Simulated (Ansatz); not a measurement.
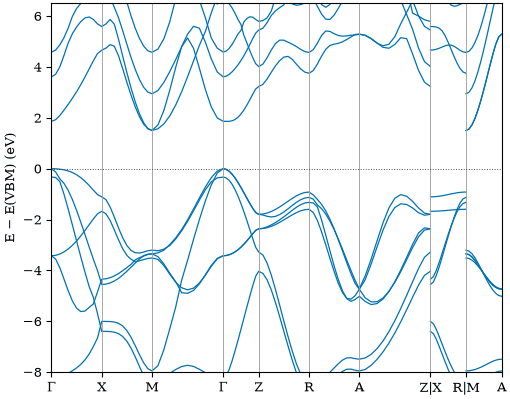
Fig. 1. Band structure from DFT-PBE in the program Ansatz with PAW potentials

Task: Read off the gap and where the band edges lie.

Result: About 1.5 eV (1.50 eV by a search for the band edges); maximum at Γ, minimum at M.

Task: Which compound is it?
(A) SiGeC2, P-4m2 (Ge on 1c, Si on 1a, C on 2g)
(B) MnF2, rutile
(C) GeS, P4/nmm (Ge on 2c, S on 2a)
(D) SnO2, P4_2/nmc (Sn on 2a, O on 4d)

Result: A, SiGeC2, P-4m2 (Ge on 1c, Si on 1a, C on 2g)

The start of the workflow was typed in or built on a structure type; neither database checked (COD, Materials Project) lists it. Whether it is the stable phase at ambient conditions was not checked. The cell was relaxed with PBE under the symmetry of its start; its stability against distortions is not shown here. Spin–orbit coupling is left out wherever it is not named.

Potentials: the later of the program's two PAW sets.
